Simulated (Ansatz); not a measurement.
```xyz
6

B    -0.0922   -0.1081   -0.0862
O     0.0761   -0.3225    1.2647
H    -0.7503   -0.1390    1.7482
O     0.9601   -0.3141   -0.9350
H     1.7456   -0.6074   -0.4277
H    -1.1373    0.2578   -0.5667
```

The calculation used Ansatz, RKS PBE-D4/6-31G*.

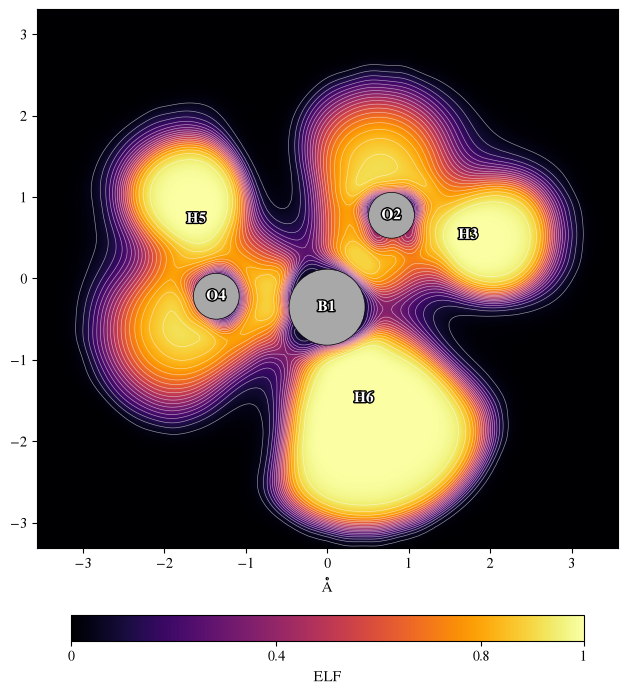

BH3O2. Electron localisation function on the molecular plane. Grey discs cover the atomic cores.

Q: Interpret the plot.

A:
- The plane passes through B, O and H nuclei.
- B–O (1.37 Å): the ELF peaks at about 0.90 between the atoms (a short, strongly polar bond).
- O–H (0.97 Å): the ELF climbs to about 1 towards the hydrogen, as it does in any bond to H; a covalent bond by its length.
- B–H (1.21 Å): the ELF climbs to about 1 towards the hydrogen: a covalent bond by its length.
- The ELF also peaks beside O4 and O2, away from the bonds: lone-pair regions.
